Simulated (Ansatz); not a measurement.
ClF$_{2}$HMoO$_{2}$ (SMILES [O]=[Mo]([OH])([F])([F])[Cl])

Input

```
crystal:
  periodic: [false, false, false]
  atoms:
    - {symbol: O, position_ang: [-1.677729, -0.665263, 0.594498]}
    - {symbol: Mo, position_ang: [-0.366896, 0.032482, -0.106869]}
    - {symbol: O, position_ang: [1.015779, -0.881571, 0.710891]}
    - {symbol: F, position_ang: [0.065688, -0.868298, -1.666079]}
    - {symbol: F, position_ang: [-1.107618, 1.243276, -1.286688]}
    - {symbol: Cl, position_ang: [0.165976, 1.878615, 1.127344]}
    - {symbol: H, position_ang: [1.966002, -0.807241, 0.581204]}
basis:
  gaussian: {orbitals: def2-TZVPP}
hamiltonian: {xc: pbe0, dispersion: d4}
output: {orbitals: {seedname: orbitals}}
```

Run with:

```sh
ansatz run in.yaml --threads 4 --pin off --events-out ev --progress --plain --max-ram 10444MiB
```

Geometry: PBE0-D4/def2-TZVP; core potentials replace the inner electrons of Mo.

Computed with Ansatz, RKS PBE0-D4/def2-TZVPP.

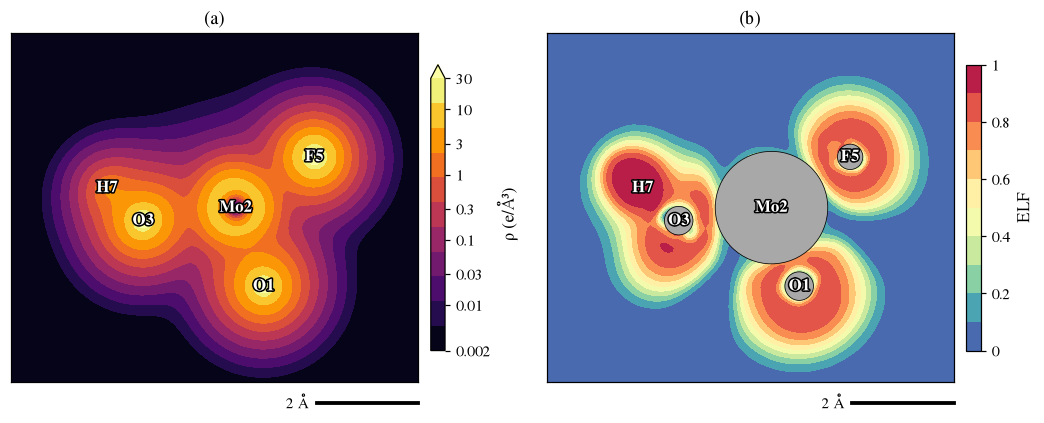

Figure 1. (a) electron density; (b) electron localisation function on the plane of atoms Mo2, O3 and H7. Grey discs cover the atomic cores in the ELF map.

**Describe what can be read from this map.**

Atoms in the plane: O, Mo, F and H.
Mo–O (1.64 Å): ρ at the midpoint is about 2.2 e/Å³; the ELF peaks at about 0.75 in the valence shell of O, 0.5 Å from its nucleus, and drops to about 0.40 between the two atoms.
Mo–F (1.85 Å): ρ is about 1.2 e/Å³ halfway; the ELF peaks at about 0.80 in the valence shell of F, 0.5 Å from its nucleus, and drops to about 0.25 between the two atoms.
O–H (0.96 Å): the density is about 3.8 e/Å³ at the midpoint; the ELF climbs to about 1 towards the hydrogen, as it does in any bond to H (a covalent bond by its length).
Mo–O (1.85 Å): ρ at the midpoint is about 1.2 e/Å³; the ELF peaks at about 0.85 in the valence shell of O, 0.5 Å from its nucleus, and drops to about 0.30 between the two atoms.

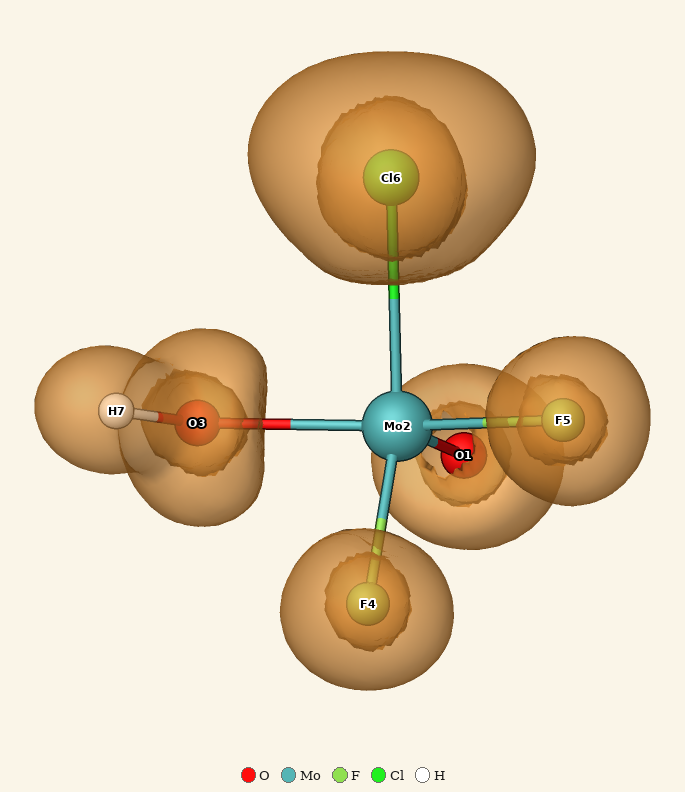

Figure 2. Isosurface of the ELF at 0.75 (orange), seen across its widest extent. Core shells and regions of very low density are left out.

**Identify the bonds, lone pairs and shells in this picture.**

At this value the surface marks out one region wrapped around Cl (its valence shell), two regions wrapped around F (the valence shell of each), one region wrapped around O (its valence shell) and one joined region spread over several atoms (H, O), in which their bonds and any lone pairs are merged.

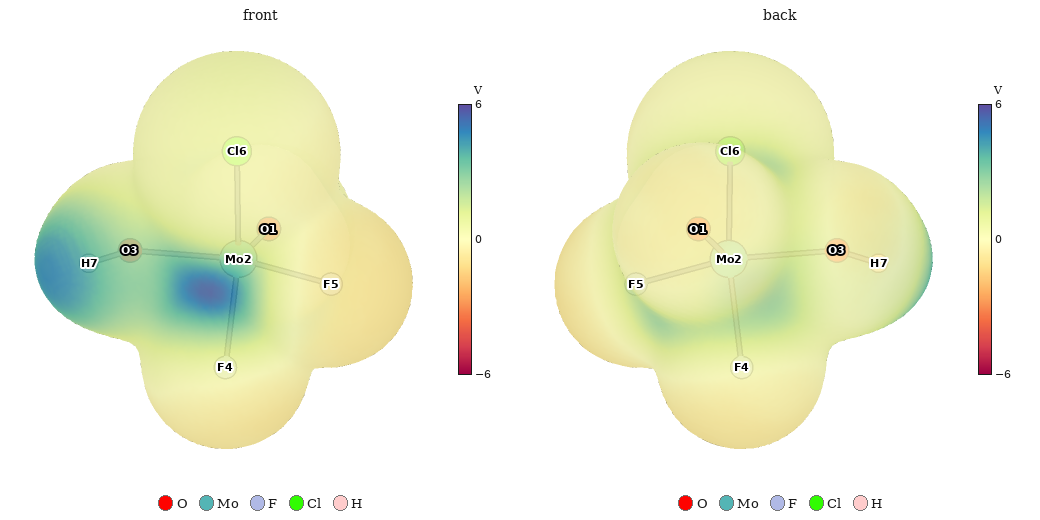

Figure 3. The electrostatic potential painted on the density surface at 0.004 e/bohr³, seen from the front and from behind; the colour scale runs from red (negative) to blue (positive).

**Describe the electrostatic potential map.**

The most negative region (about −0.8 V) lies over F5, the most positive (about +5.0 V) over Mo2. Cl6 shows a σ-hole: about +0.5 V at the tip opposite its bond, against about +0.1 V on its flanks.
